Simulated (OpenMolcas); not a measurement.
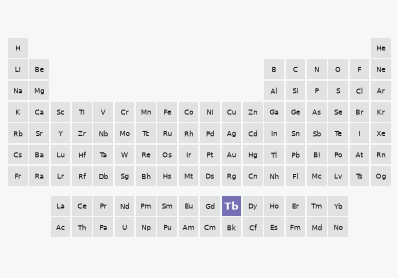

The place of terbium in the periodic table.

# Run report: Tb³⁺ complex, multiconfigurational calculation (part 1 of 2)

System: Tb³⁺ with 6 ligands (O; octahedron, 2.234 Å), embedded in MgO by model potentials and point charges, whose field is part of the energies.
Method: state-averaged RASSCF, active space 8 electrons in the shells 4f 5d; RAS3 5d with at most 1 electron, basis ANO-RCC-VDZP on the metal and ANO-RCC-VDZP on the ligands, DKH2 scalar Hamiltonian, spin-orbit coupling by RASSI with atomic mean-field integrals (OpenMolcas).

The input:
```
&GATEWAY
Basis set
Tb.ANO-RCC-VDZP.
Tb1 0.0 0.0 0.0 Angstrom
End of basis
Basis set
O.ANO-RCC-VDZP.
L1 2.234000 0.000000 0.000000 Angstrom
L2 0.000000 2.234000 0.000000 Angstrom
L3 0.000000 0.000000 2.234000 Angstrom
End of basis
Basis set
Mg.EMB-AIMP.Pascual.10s4p.1s1p.ECP.MgO.
PseudoCharge
* 3 symmetry-unique lattice sites within 7.6 angstrom
End of basis
Basis set
Mg.EMB-AIMP.Pascual.0s.0s.ECP.MgO.
PseudoCharge
* 40 symmetry-unique lattice sites within 7.6 angstrom
End of basis
Basis set
O.EMB-AIMP.Pascual.0s.0s.ECP.MgO.
PseudoCharge
* 55 symmetry-unique lattice sites within 7.6 angstrom
End of basis
Symmetry
XYZ
AngMom=0.0 0.0 0.0
AMFI
RICD
XField
997 Angstrom 0
* Evjen-weighted lattice charges
&SEWARD
&RASSCF
FileOrb=start.orb
Symmetry=1
Spin=7
nActEl=8 0 1
Inactive=30 27
Ras2=0 7
Ras3=5 0
CIRoot=7 7 1
SDav=7
CIMx=300
Iter=150 100
PrWF=0.3
OrbListing=Nothing
MaxOrb=0
LevShft=1.0
>>> COPY $Project.JobIph JOB001
&RASSCF
FileOrb=start.orb
Symmetry=2
Spin=9
nActEl=8 0 1
Inactive=30 27
Ras2=0 7
Ras3=5 0
CIRoot=5 5 1
SDav=5
CIMx=300
Iter=150 100
PrWF=0.3
OrbListing=Nothing
MaxOrb=0
LevShft=1.0
>>> COPY $Project.JobIph JOB002
&RASSCF
FileOrb=start.orb
Symmetry=2
Spin=7
nActEl=8 0 1
Inactive=30 27
Ras2=0 7
Ras3=5 0
CIRoot=87 87 1
SDav=245
CIMx=300
Iter=150 100
PrWF=0.3
OrbListing=Nothing
MaxOrb=0
CIOnly
LevShft=1.0
>>> COPY $Project.JobIph JOB003
&RASSI
NrOfJobIphs=3 7 5 74
1 2 3 4 5 6 7
1 2 3 4 5
1 2 3 4 5 6 7 8 9 10 11 12 13 14 15 16 17 18 19 20 21 22 23 24 25 26 27
28 29 30 31 32 33 34 35 36 37 38 39 40 41 42 43 44 45 46 47 48 49 50 51
52 53 54 55 56 57 58 59 60 61 62 63 64 65 66 67 68 69 70 71 72 73 74
IphNames
JOB001
JOB002
JOB003
EJob
SpinOrbit
DIPRint=1.0
SOCoupling=1000.0
Subsets=2
Property=9
'ANGMOM' 1 'ANGMOM' 2 'ANGMOM' 3 'MLTPL  1' 1 'MLTPL  1' 2 'MLTPL  1' 3
'AMFI' 1 'AMFI' 2 'AMFI' 3
SOProperty=3
'ANGMOM' 1 'ANGMOM' 2 'ANGMOM' 3
```

The file start.orb holds starting orbitals from an earlier step. A driver script formed the levels outside the program, from RASSI's spin-orbit matrix and the active-space energies, averaged over the components of each term or state.

Run as:
```bash
OMP_NUM_THREADS=1 MOLCAS_MEM=3686 MOLCAS_PROJECT=a pymolcas a.inp > a.log  # once for each step of the input, in one work folder
```

Output (extracts):
```
--- SEWARD ---
Basis set label: TB.ANO-RCC...7S6P4D2F1G.

      Electronic valence basis set:
      ------------------
      Associated Effective Charge  65.000000 au
      Associated Actual Charge     65.000000 au
      Nuclear Model: Point charge

      Shell  nPrim  nBasis  Cartesian Spherical Contaminant
         s      25       7        X
         p      22       6        X
         d      15       4                 X
         f      11       2                 X
         g       4       1                 X
                  Relativistic Douglas-Kroll-Hess integrals:
                    - DKH order of Hamiltonian: 2
                    - DKH order of Properties : 0
                  Atomic mean-field integrals
--- RASSCF ---
Wave function specifications:
      -----------------------------

      Number of closed shell electrons         114
      Number of electrons in active shells       8
      Max number of holes in RAS1 space          0
      Max nr of electrons in RAS3 space          1
      Number of inactive orbitals               57
      Number of active orbitals                 12
      Number of secondary orbitals             107
      Spin quantum number                      3.0
      State symmetry                             1
Orbital specifications:
      -----------------------

      Symmetry species                           1   2
                                                ag  au
      Frozen orbitals                            0   0
      Inactive orbitals                         30  27
      Active orbitals                            5   7
      RAS1 orbitals                              0   0
      RAS2 orbitals                              0   7
      RAS3 orbitals                              5   0
      Secondary orbitals                        55  52
      Deleted orbitals                           0   0
      Number of basis functions                 90  86
      Number of CSFs                             7
      Number of root(s) required                 7
      Iter CI   SX   CI       RASSCF       Energy    max ROT     max BLB   max BLB  Level Ln srch  Step   QN
          iter iter root      energy       change     param      element    value   shift minimum  type update
 Nr of preliminary CI iterations:   1
 ###############################################################################
 ###############################################################################
 ###                                                                         ###
 ###                                                                         ###
 ###    WARNING: Problems in orbital optimization.                           ###
 ###                                                                         ###
 ###                                                                         ###
 ###############################################################################
 ###############################################################################
  Warning: In symmetry  1, orbital p=  31 has diagonal density matrix element D(p,p) close to zero. D(p,p)=  0.000000E+00
  Warning: In symmetry  1, orbital p=  32 has diagonal density matrix element D(p,p) close to zero. D(p,p)=  0.000000E+00
        ...
  Warning: In symmetry  1, orbital p=  33 has diagonal density matrix element D(p,p) close to zero. D(p,p)=  0.000000E+00
  Warning: In symmetry  1, orbital p=  34 has diagonal density matrix element D(p,p) close to zero. D(p,p)=  0.000000E+00
  Warning: In symmetry  1, orbital p=  35 has diagonal density matrix element D(p,p) close to zero. D(p,p)=  0.000000E+00
       14   1    5    0  -157.93296395   -6.23E-09  -5.69E-06   15  48 2  1.56E-05   1.00   0.51    QN   YES
      Convergence after 14 iterations
       15   1    5    0  -157.93296395   -3.01E-09  -5.69E-06   15  49 2  6.72E-06   1.00   0.51    QN   YES
      Natural orbitals and occupation numbers for root  1
      sym 1:   0.000000   0.000000   0.000000   0.000000   0.000000
      sym 2:   1.000000   2.000000   1.000000   1.000000   1.000000   1.000000   1.000000
      Natural orbitals and occupation numbers for root  2
      sym 1:   0.000000   0.000000   0.000000   0.000000   0.000000
      sym 2:   1.000000   1.000000   1.000000   1.000000   1.000000   1.000000   2.000000
      Natural orbitals and occupation numbers for root  3
      sym 1:   0.000000   0.000000   0.000000   0.000000   0.000000
      sym 2:   1.000000   1.000000   2.000000   1.000000   1.000000   1.000000   1.000000
::    RASSCF root number  1 Total energy: -12157.93798754
::    RASSCF root number  2 Total energy: -12157.93464721
::    RASSCF root number  3 Total energy: -12157.93464721
::    RASSCF root number  4 Total energy: -12157.93464721
::    RASSCF root number  5 Total energy: -12157.92960617
::    RASSCF root number  6 Total energy: -12157.92960617
::    RASSCF root number  7 Total energy: -12157.92960617
--- RASSCF ---
Wave function specifications:
      -----------------------------

      Number of closed shell electrons         114
      Number of electrons in active shells       8
      Max number of holes in RAS1 space          0
      Max nr of electrons in RAS3 space          1
      Number of inactive orbitals               57
      Number of active orbitals                 12
      Number of secondary orbitals             107
      Spin quantum number                      4.0
      State symmetry                             2
Orbital specifications:
      -----------------------

      Symmetry species                           1   2
                                                ag  au
      Frozen orbitals                            0   0
      Inactive orbitals                         30  27
      Active orbitals                            5   7
      RAS1 orbitals                              0   0
      RAS2 orbitals                              0   7
      RAS3 orbitals                              5   0
      Secondary orbitals                        55  52
      Deleted orbitals                           0   0
      Number of basis functions                 90  86
      Number of CSFs                             5
      Number of root(s) required                 5
      Iter CI   SX   CI       RASSCF       Energy    max ROT     max BLB   max BLB  Level Ln srch  Step   QN
          iter iter root      energy       change     param      element    value   shift minimum  type update
 Nr of preliminary CI iterations:   1
      Total energies have been shifted. Add               -12000.00 au
        1   1   10    0  -157.64320992    0.00E+00  -7.74E-02   31  38 2  2.36E-01*  1.25   0.00    SX    NO
        2   1   10    0  -157.78058064   -1.37E-01* -6.15E-02   12  45 2 -1.19E-01*  0.83   0.00    SX    NO
        3   1    9    0  -157.79745554   -1.69E-02* -1.52E-02   12  45 2  4.21E-02*  0.97   0.00    SX    NO
        4   1    9    0  -157.80117677   -3.72E-03* -8.52E-03   12  45 2 -2.35E-02*  0.89   0.00    SX    NO
        5   1    8    0  -157.80197484   -7.98E-04*  1.72E-03   12  45 2  1.13E-02*  0.93   0.70    QN   YES
        6   1    8    0  -157.80223423   -2.59E-04*  1.63E-03   23  35 1  1.57E-03*  0.92   1.13    QN   YES
        7   1    7    0  -157.80225172   -1.75E-05*  8.45E-04   23  35 1  6.81E-04*  0.92   1.52    LS   YES
        8   1    7    0  -157.80225387   -2.14E-06*  4.38E-04   11  46 2 -7.29E-04*  0.92   0.95    QN   YES
        9   1    7    0  -157.80225585   -1.98E-06*  2.03E-04   22  45 1  1.65E-04*  0.92   1.46    LS   YES
       10   1    7    0  -157.80225603   -1.83E-07*  1.71E-04   15  47 1 -1.44E-04*  0.92   1.01    QN   YES
       11   1    6    0  -157.80225617   -1.42E-07*  1.24E-04   16  49 1 -4.63E-05   0.92   1.72    LS   YES
       12   1    6    0  -157.80225620   -2.24E-08* -3.25E-05   15  47 1  2.40E-05   0.92   0.86    QN   YES
       13   1    5    0  -157.80225620    1.99E-09  -1.65E-05   21  44 2  9.56E-06   0.92   0.17    QN   YES
      Convergence after 13 iterations
       14   1    5    0  -157.80225620   -1.45E-09  -1.65E-05   22  51 1 -4.61E-06   0.92   0.17    QN   YES
      Natural orbitals and occupation numbers for root  1
      sym 1:   0.000000   1.000000   0.000000   0.000000   0.000000
      sym 2:   1.000000   1.000000   1.000000   1.000000   1.000000   1.000000   1.000000
      Natural orbitals and occupation numbers for root  2
      sym 1:   0.000000  -0.000000   0.000000   1.000000   0.000000
      sym 2:   1.000000   1.000000   1.000000   1.000000   1.000000   1.000000   1.000000
      Natural orbitals and occupation numbers for root  3
      sym 1:   1.000000   0.000000  -0.000000  -0.000000   0.000000
      sym 2:   1.000000   1.000000   1.000000   1.000000   1.000000   1.000000   1.000000
::    RASSCF root number  1 Total energy: -12157.88169339
::    RASSCF root number  2 Total energy: -12157.88169339
::    RASSCF root number  3 Total energy: -12157.88169339
::    RASSCF root number  4 Total energy: -12157.68310041
::    RASSCF root number  5 Total energy: -12157.68310041
--- RASSCF ---
Wave function specifications:
      -----------------------------

      Number of closed shell electrons         114
      Number of electrons in active shells       8
      Max number of holes in RAS1 space          0
      Max nr of electrons in RAS3 space          1
      Number of inactive orbitals               57
      Number of active orbitals                 12
      Number of secondary orbitals             107
      Spin quantum number                      3.0
      State symmetry                             2
Orbital specifications:
      -----------------------

      Symmetry species                           1   2
                                                ag  au
      Frozen orbitals                            0   0
      Inactive orbitals                         30  27
      Active orbitals                            5   7
      RAS1 orbitals                              0   0
      RAS2 orbitals                              0   7
      RAS3 orbitals                              5   0
      Secondary orbitals                        55  52
      Deleted orbitals                           0   0
      Number of basis functions                 90  86
      Number of CSFs                           245
      Number of root(s) required                87
      Iter CI   SX   CI       RASSCF       Energy    max ROT     max BLB   max BLB  Level Ln srch  Step   QN
          iter iter root      energy       change     param      element    value   shift minimum  type update
 Nr of preliminary CI iterations:   1
        1   1    0    0-12157.64275207    0.00E+00   0.00E+00   29  36 2 -1.52E-02*  0.00   0.00    SX    NO
      Natural orbitals and occupation numbers for root  1
      sym 1:   0.005747   0.984395   0.001631   0.005747   0.002480
      sym 2:   0.997742   1.001265   1.004435   0.997743   0.997761   1.004435   0.996618
      Natural orbitals and occupation numbers for root  2
      sym 1:   0.005747   0.005752   0.002473   0.984395   0.001634
      sym 2:   0.996626   1.004421   0.997718   0.997780   1.001281   1.004433   0.997742
      Natural orbitals and occupation numbers for root  3
      sym 1:   0.984395   0.005752   0.001634   0.005747   0.002473
      sym 2:   1.004433   1.001281   0.997718   0.997780   0.997742   0.996626   1.004420
::    RASSCF root number  1 Total energy: -12157.82966790
::    RASSCF root number  2 Total energy: -12157.82966790
::    RASSCF root number  3 Total energy: -12157.82966790
::    RASSCF root number  4 Total energy: -12157.68169442
::    RASSCF root number  5 Total energy: -12157.68169442
::    RASSCF root number  6 Total energy: -12157.68169442
::    RASSCF root number  7 Total energy: -12157.67856433
::    RASSCF root number  8 Total energy: -12157.67560221
::    RASSCF root number  9 Total energy: -12157.67560221
::    RASSCF root number 10 Total energy: -12157.67560221
::    RASSCF root number 11 Total energy: -12157.67449198
::    RASSCF root number 12 Total energy: -12157.67449198
::    RASSCF root number 13 Total energy: -12157.66997602
::    RASSCF root number 14 Total energy: -12157.66997602
::    RASSCF root number 15 Total energy: -12157.66997602
::    RASSCF root number 16 Total energy: -12157.66896424
::    RASSCF root number 17 Total energy: -12157.66896424
::    RASSCF root number 18 Total energy: -12157.66896424
::    RASSCF root number 19 Total energy: -12157.66693538
::    RASSCF root number 20 Total energy: -12157.66693538
::    RASSCF root number 21 Total energy: -12157.66693538
::    RASSCF root number 22 Total energy: -12157.66674723
::    RASSCF root number 23 Total energy: -12157.66649730
::    RASSCF root number 24 Total energy: -12157.66649730
::    RASSCF root number 25 Total energy: -12157.66613517
::    RASSCF root number 26 Total energy: -12157.66613517
::    RASSCF root number 27 Total energy: -12157.66613517
::    RASSCF root number 28 Total energy: -12157.66494314
::    RASSCF root number 29 Total energy: -12157.66494314
::    RASSCF root number 30 Total energy: -12157.66494314
```

(Continued in part 2.) Outcome of the run: converged; the spin-orbit step lacks the states of multiplicity 5.
